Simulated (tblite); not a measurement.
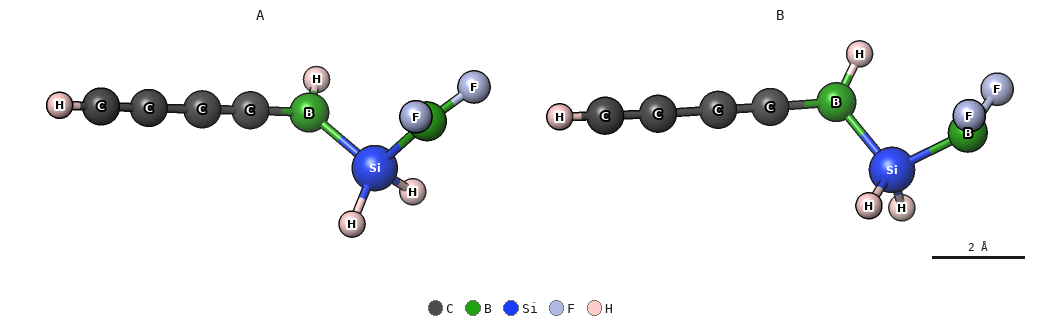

Two geometries of C4H4B2F2Si, drawn at one scale. One is the start of a relaxation, the other its converged end. The picture is a ball-and-stick view, seen at a tilt.

Computed with GFN2-xTB geometry optimisation, gas phase in tblite. 

### Which one is relaxed?

Structure A is the relaxed one. The energy falls by 1.093 eV in 168 geometry steps. The atom that moves furthest after the best rigid fit is an H atom (1.34 Å). By element the largest moves are H 1.34 Å, F 1.00 Å, B 0.69 Å, C 0.52 Å, Si 0.21 Å. Near-neighbour distances that change, for instance: B–F 1.455 → 1.323 Å, B–C 1.554 → 1.478 Å, C–C 1.405 → 1.352 Å, B–Si 1.943 → 1.985 Å. Among the angles between lasting bonds that change: H–Si–H 112.7° → 103.7°, Si–B–F 115.6° → 124.0°, Si–B–F 116.9° → 124.1°.
